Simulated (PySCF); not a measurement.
## Electronic structure of ClH6NPSi2 (SMILES N[Si](Cl)P[SiH3]) (doublet) in real space

```xyz
11

Si   -1.7146    0.4397    0.4057
Cl   -1.4105   -1.0126    1.8919
N    -2.6127   -0.3973   -0.8076
P     0.1485    1.1610   -0.6716
Si    1.4974   -0.6008   -0.2061
H    -3.3427   -1.0554   -0.5547
H    -2.7890    0.0456   -1.7036
H     0.6139    2.0001    0.3848
H     2.8047   -0.3635   -0.8915
H     1.7421   -0.7915    1.2522
H     0.8494   -1.8110   -0.7894
```

Geometry: PBE0-D3(BJ)/def2-SVP.

The calculation used UKS B3LYP, IGLO-III on Cl N P Si, pcH-1 on H, non-relativistic, mean-field spin-orbit, GIAO (PySCF 2.14.0, density-fitted response routines).

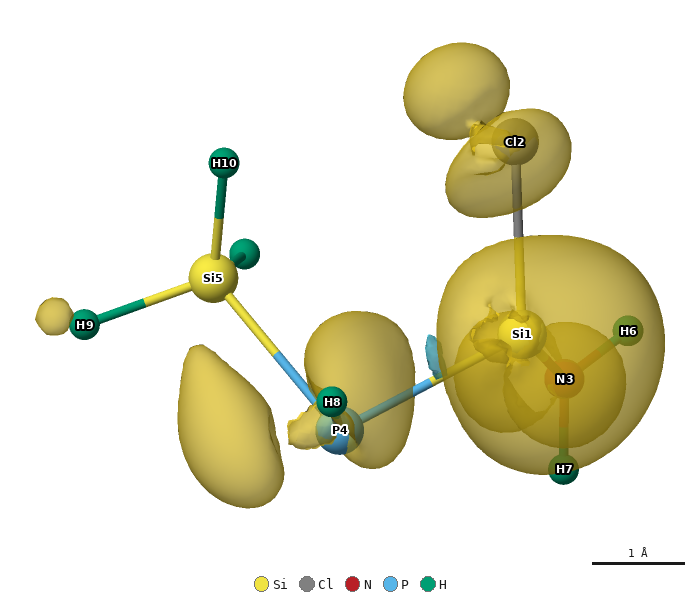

Figure 1. Isosurfaces of the spin density (α minus β) at +0.015 (yellow) and −0.015 e/Å³ (cyan), seen at a tilt.

### Where is the unpaired spin?

The unpaired spin (1 electron) lies mostly on Si1 (about 0.6), P4 (about 0.1), N3 (about 0.1) and Cl2 (about 0.1), in electrons by Hirshfeld's partition.

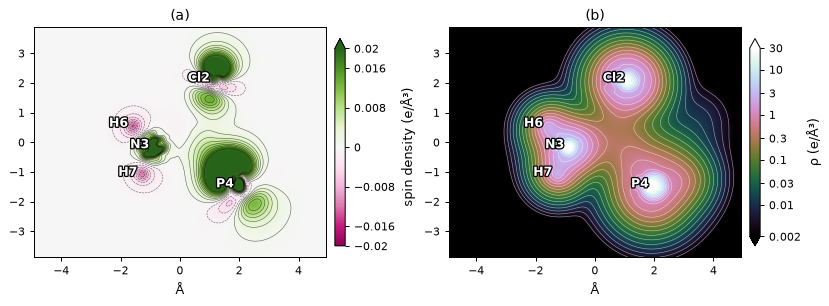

Figure 2. (a) spin density; (b) electron density on the plane of atoms H6, N3 and H7.

### What does the map show?

- The section cuts through Cl, N, P and H sites.
- N–H (1.01 Å): the density is about 1.3 e/Å³ at the midpoint.

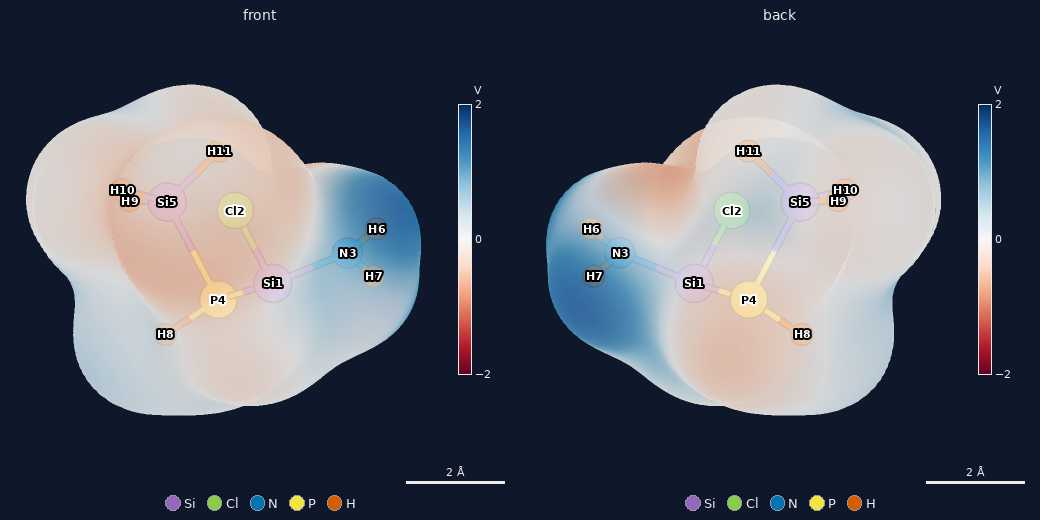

Figure 3. The molecular electrostatic potential painted on the density surface at 0.001 e/bohr³, seen from the front and from behind; the colour scale runs from red (negative) to blue (positive).

### Describe the electrostatic potential map.

The most negative region (about −0.7 V) lies over Si1, N3 and H11, the most positive (about +1.6 V) over H6 and H7.
